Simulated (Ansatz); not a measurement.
Starting cell, ZnS (zinc blende):

```yaml
crystal:
  lattice:
    - [0.00000, 5.44344, 5.44344]
    - [2.72172, 0.00000, 2.72172]
    - [2.72172, 2.72172, 0.00000]
  atoms:
    - { symbol: S, position: [0.37500, 0.75000, 0.75000] }
    - { symbol: S, position: [0.87500, 0.75000, 0.75000] }
    - { symbol: Zn, position: [0.00000, 0.00000, 0.00000] }
    - { symbol: Zn, position: [0.50000, 0.00000, 0.00000] }
```

A phonon eigenvector at L = (0.5, 0.0, 0.0) is frozen into this cell: atom i moves by Q times the vector below, so Q is the largest atomic displacement, in Å. The cell is held. (q is in reciprocal vectors of the primitive cell; the cell shown is doubled to hold the pattern.)

```json
[
 {"atom": "S1", "x": "-0.138", "y": "0.138", "z": "0.138"},
 {"atom": "S2", "x": "0.138", "y": "-0.138", "z": "-0.138"},
 {"atom": "Zn3", "x": "-0.577", "y": "0.577", "z": "0.577"},
 {"atom": "Zn4", "x": "0.577", "y": "-0.577", "z": "-0.577"}
]
```

These are PBE (plane waves to 420 eV, PAW, scalar-relativistic; Ansatz, a first-principles code) values and carry that method's errors. k mesh 5×10×10 (Γ-centred), Fermi-Dirac smearing 0.05 eV. E stands for the smeared free energy. ZnS was relaxed with its symmetry unable to fall. The zero of ΔE is the undisplaced structure.

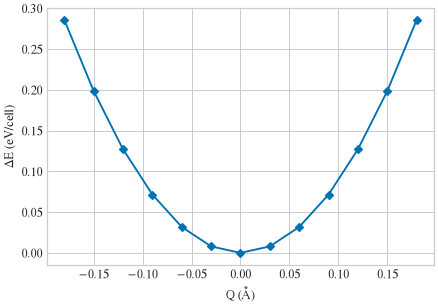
Figure. ΔE (eV/cell) against Q (Å); one marker a computed point.

The energy at Q = 0.180 Å comes out as 286.0 meV/cell. Harmonic wavenumber from the curvature (finite differences): 189 cm⁻¹. Shape of the curve: a single well with its minimum at or next to zero displacement. Wavenumber by perturbation theory (DFPT, on another k mesh): 189 cm⁻¹. Symmetry of the curve: even: the same for both signs.

E″ = 17.68 eV/Å², M = Σ mᵢ|uᵢ|² = 134.4 u, ν̃ = 521.5·√(|E″|/M).

(A displaced cell: forces are minus the slopes of the energy, force constants its curvatures, and phonons follow from these.)
